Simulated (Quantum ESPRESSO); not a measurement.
## Cost against accuracy: vacuum between outermost atoms (Å) for the (001) slab of As (cut from a parent of space group no. 166; 6 atoms in the cell)

```yaml
crystal:
  lattice:
    - [3.68611, 0.00000, 0.00000]
    - [-1.84305, 3.19226, 0.00000]
    - [0.00000, 0.00000, 18.69250]
  atoms:
    - { symbol: As, position: [0.00000, 0.00000, 0.73251] }
    - { symbol: As, position: [0.66667, 0.33333, 0.66383] }
    - { symbol: As, position: [0.66667, 0.33333, 0.33617] }
    - { symbol: As, position: [0.33333, 0.66667, 0.26749] }
    - { symbol: As, position: [0.33333, 0.66667, 0.53434] }
    - { symbol: As, position: [0.00000, 0.00000, 0.46566] }
```

Computed with LDA (PZ), GBRV 1.5 ultrasoft (LDA) pseudopotentials (plane waves; Quantum ESPRESSO).

Base settings: ecutwfc = 40 Ry; ecutrho = 200 Ry; occupations = smearing; smearing = cold; degauss = 0.0036749 Ry; mixing_mode = local-TF; potentials = {As: as_lda_v1.uspp.F.UPF}; K_POINTS = automatic 7 7 1 0 0 0; tefield = true; dipfield = true.

Misses are taken against the tightest run, 18.0, which need not be fully converged itself.

The count of work is k-points × plane waves × bands × iterations; it is no time, and leaves out set-up, grids and terms that scale otherwise. Core times come from one kind of shared machine and are given to one figure; runs under 30 s give none.

The starting cell comes from a database of computed structures (which also holds hypothetical and non-ambient phases and stackings), without a prior relaxation at this level. The slab is cut from that crystal, and its faces are unrelaxed. Its lattice was rescaled in the plane by a random factor within 2.5 % of one. Spin polarisation is off, though cut faces can carry moments; the slab shows no gap.

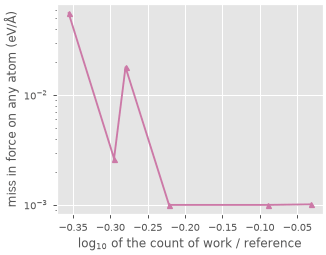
*Miss against the count of work; the reference run is not drawn, and misses under 0.001 eV/Å are drawn there.*

```
vacuum between outermost atoms (Å)  largest difference in the force on any atom (eV/Å)  count of work / reference  core time / reference (rough)
----------------------------------  --------------------------------------------------  -------------------------  -----------------------------
5.0                                                                              0.056                       0.44                            0.3
6.0                                                                              0.018                       0.53                            0.4
8.0                                                                              0.003                       0.51                            0.4
10.0                                                                             0.001                       0.60                            0.5
12.0                                                                             0.000                       0.81                            0.8
15.0                                                                             0.001                       0.93                            1.0
18.0                                                                             0.000                        1.0                              1
```

Coarsest setting among those run that, with all tighter ones, holds the force on any atom within 0.01 eV/Å of the reference: 8.0, off by 0.0026 eV/Å; its saving against the reference is no more than about a factor of 2 in the count of work.

Left out of this page: 2 runs of the series unsound by tests on forces, stress, charge or solver warnings; 3 runs of the series outside the window shown, repeating another row's setting, or not comparable.
